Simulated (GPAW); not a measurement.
# linear Fe chain, spacing 2.318 A: cost and accuracy of all numerical settings together, part 2 of 2

Wanted: the cheapest choice of all numerical settings together that holds the magnetic results of linear Fe chain, spacing 2.318 A.

GPAW 26.7.0; PBE; plane waves with GPAW's PAW setups, scalar-relativistic.

So far, largest spin moment in the augmentation sphere (μB): step 2 (rung 1 (280 eV, mesh 1×1×6), start ferro +) 3.07; step 4 (rung 2 (380 eV, mesh 1×1×8), start ferro +) 2.99; step 5 (rung 2 (380 eV, mesh 1×1×4), start antiferro q=(0,0,1/2) +-) 2.73; step 6 (rung 3 (500 eV, mesh 1×1×10), start ferro +) 3.08; step 7 (rung 3 (500 eV, mesh 1×1×5), start antiferro q=(0,0,1/2) +-) 2.88.

## 8. Rung 4 (700 eV, mesh 1×1×14), start ferro +

order1.py reads:

```python
import json
import numpy as np
from ase import Atoms
from ase.parallel import paropen, parprint
from gpaw import GPAW

atoms = Atoms(['Fe'],
    cell=[[12.0, 0.0, 0.0],
         [0.0, 12.0, 0.0],
         [0.0, 0.0, 2.318]],
    scaled_positions=[[0.5, 0.5, 0.0]],
    pbc=True,
    magmoms=[2.8])
atoms.calc = GPAW(mode={'name': 'pw', 'ecut': 700},
    xc='PBE',
    kpts={'size': (1, 1, 14), 'gamma': True},
    occupations={'name': 'fermi-dirac', 'width': 0.05},
    convergence={'density': 1e-05, 'energy': 1e-05},
    maxiter=200,
    symmetry={'tolerance': 1e-4},
    txt='order1.txt')
e = atoms.get_potential_energy(force_consistent=True)
res = {'free_energy': e, 'energy_sigma0': atoms.get_potential_energy(), 'fermi_energy': atoms.calc.get_fermi_level()}
res['moments'] = atoms.get_magnetic_moments().tolist()
res['total'] = atoms.get_magnetic_moment()
parprint('site moments (muB):', np.round(res['moments'], 3))
parprint(f"total moment: {res['total']:.3f} muB")
parprint(f'free energy: {e:.6f} eV')
atoms.calc.write('order1.gpw')
with paropen('results.json', 'w') as f:
    json.dump(res, f)
```

Launch:

```console
$ OMP_NUM_THREADS=1 python3 order1.py > order1.log
```

Numbers of over 12 decimals in the logs are rounded to 6 here.

The log of the run:

```text
site moments (muB): [3.029]
total moment: 3.286 muB
free energy: -5.787621 eV

--- order1.txt ---
Input parameters:
  mode=PW(ecut=700),
  convergence={'density': 1e-05, 'energy': 1e-05},
  kpts=MonkhorstPack(size=(1, 1, 14), gamma=True),
  maxiter=200,
  occupations=Occupations(name='fermi-dirac', width=0.05),
  symmetry=Symmetry(tolerance=0.0001),
  xc=XC(name='PBE')

Diagonalizing LCAO Hamiltonian
[...]
|          3 |        -6.021 |     1.000 |        -3.439 |     0.590 |
|          4 |        -4.584 |     1.000 |        -1.824 |     0.000 |
|          5 |        -4.584 |     1.000 |        -1.824 |     0.000 |
|          6 |        -2.233 |     0.000 |        -1.763 |     0.000 |
|          7 |        -2.233 |     0.000 |        -1.763 |     0.000 |
|          8 |         0.184 |     0.000 |         0.164 |     0.000 |

No gap
No difference between direct/indirect transitions


[key lines of the parts left out:]
Free energy:      -5.787621
Converged in 19 steps
dipole moment: (-0.000059, -0.000059, -5.603993)  # |e|*Ang
Fermi level: -3.421
```

The job ended after 37 s (1 MPI rank of Intel Xeon Platinum 8559C (Emerald Rapids), shared host; peak memory 0.4 GiB).

Numbers from this step:

```
magnetization  : 3.286 μB
final state    : ferromagnetic
largest moment : 3.029 μB
```

The largest moment moves by -0.05 μB from rung 3, at 1.7 times its CPU time.

## 9. Rung 4 (700 eV, mesh 1×1×7), start antiferro q=(0,0,1/2) +-

order2.py reads:

```python
import json
import numpy as np
from ase import Atoms
from ase.parallel import paropen, parprint
from gpaw import GPAW

atoms = Atoms(['Fe', 'Fe'],
    cell=[[12.0, 0.0, 0.0],
         [0.0, 12.0, 0.0],
         [0.0, 0.0, 4.636]],
    scaled_positions=[[0.5, 0.5, 0.0],
         [0.5, 0.5, 0.5]],
    pbc=True,
    magmoms=[2.8, -2.8])
atoms.calc = GPAW(mode={'name': 'pw', 'ecut': 700},
    xc='PBE',
    kpts={'size': (1, 1, 7), 'gamma': True},
    occupations={'name': 'fermi-dirac', 'width': 0.05},
    convergence={'density': 1e-05, 'energy': 1e-05},
    maxiter=200,
    symmetry={'tolerance': 1e-4},
    txt='order2.txt')
e = atoms.get_potential_energy(force_consistent=True)
res = {'free_energy': e, 'energy_sigma0': atoms.get_potential_energy(), 'fermi_energy': atoms.calc.get_fermi_level()}
res['moments'] = atoms.get_magnetic_moments().tolist()
res['total'] = atoms.get_magnetic_moment()
parprint('site moments (muB):', np.round(res['moments'], 3))
parprint(f"total moment: {res['total']:.3f} muB")
parprint(f'free energy: {e:.6f} eV')
atoms.calc.write('order2.gpw')
with paropen('results.json', 'w') as f:
    json.dump(res, f)
```

Launch:

```console
$ OMP_NUM_THREADS=1 python3 order2.py > order2.log
```

The log of the run:

```text
site moments (muB): [ 2.84 -2.84]
total moment: 0.000 muB
free energy: -11.046678 eV

--- order2.txt ---
Input parameters:
  mode=PW(ecut=700),
  convergence={'density': 1e-05, 'energy': 1e-05},
  kpts=MonkhorstPack(size=(1, 1, 7), gamma=True),
  maxiter=200,
  occupations=Occupations(name='fermi-dirac', width=0.05),
  symmetry=Symmetry(tolerance=0.0001),
  xc=XC(name='PBE')

Diagonalizing LCAO Hamiltonian
[...]
|          3 |        -6.142 |     1.000 |        -6.142 |     1.000 |
|          4 |        -6.142 |     1.000 |        -6.142 |     1.000 |
[...]
|         10 |        -2.440 |     0.000 |        -2.440 |     0.000 |
|         11 |        -2.030 |     0.000 |        -2.030 |     0.000 |
|         12 |        -2.030 |     0.000 |        -2.030 |     0.000 |
|         13 |        -0.201 |     0.000 |        -0.201 |     0.000 |

No gap
No difference between direct/indirect transitions


[key lines of the parts left out:]
Free energy:     -11.046678
Converged in 110 steps
dipole moment: (-0.000118, -0.000118, -11.223375)  # |e|*Ang
Fermi level: -3.237
```

Run time: 6.3 min. Hardware: 1 MPI rank; peak memory 0.69 GiB.

Numbers from this step:

```
magnetization  : 0 μB
final state    : antiferromagnetic
largest moment : 2.840 μB
```

This start lies +264.3 meV a seeded atom from the first, a change of +22.6 meV since rung 3; its largest moment is 2.84 μB.

## 10. The rungs together

Ladder, by row:

| rung | cutoff (eV) | mesh | smearing (eV) | state from the first start | state from the second start | second less first (meV a seeded atom) | moment, first (μB) | moment, second (μB) | CPU time (s) |
| --- | --- | --- | --- | --- | --- | --- | --- | --- | --- |
| 1 | 280 | 1x1x6 | 0.2 | ferromagnetic | antiferromagnetic | 228.5 | 3.07 | 2.702 | 36.82 |
| 2 | 380 | 1x1x8 | 0.15 | ferromagnetic | antiferromagnetic | 221.1 | 2.986 | 2.735 | 65.98 |
| 3 | 500 | 1x1x10 | 0.1 | ferromagnetic | antiferromagnetic | 241.7 | 3.08 | 2.879 | 109.3 |
| 4 | 700 | 1x1x14 | 0.05 | ferromagnetic | antiferromagnetic | 264.3 | 3.029 | 2.84 | 413.3 |

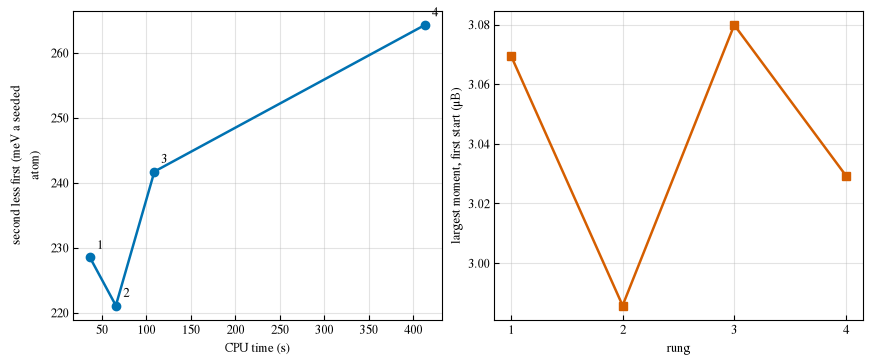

Result against cost, rungs numbered as in the table, and the moment by rung.

## 11. Outcome

```json
{
 "range of the moment in the table, first start": "2.99 to 3.08 μB",
 "range of CPU time": "37 s to 6.9 min",
 "range of the energy difference": "221 to 264 meV a seeded atom"
}
```

Only the last rung can serve as the reference, and the rung before it is still 23 meV away, so convergence is not shown. The first start ends lower on every rung of the table; whether functional and cell give the true order is another question. The largest step comes last, so convergence is not shown.

[Logs and program files are shortened in this print: banners, set-up blocks, solver, clock and traceback lines can be left out without a mark of their own.]

[Logs are printed without paths, hosts, clocks, repeated set-up lines and the standing remarks that a program may print on its own settings, such as how far it seeks lower states.]

[Hosts, paths, dates, database ids (printed as entryN), source tags and the programs' standing remarks are cut or masked in the printed files.]

[Where a cell is said to come from a database of computed structures, the database is the Materials Project.]
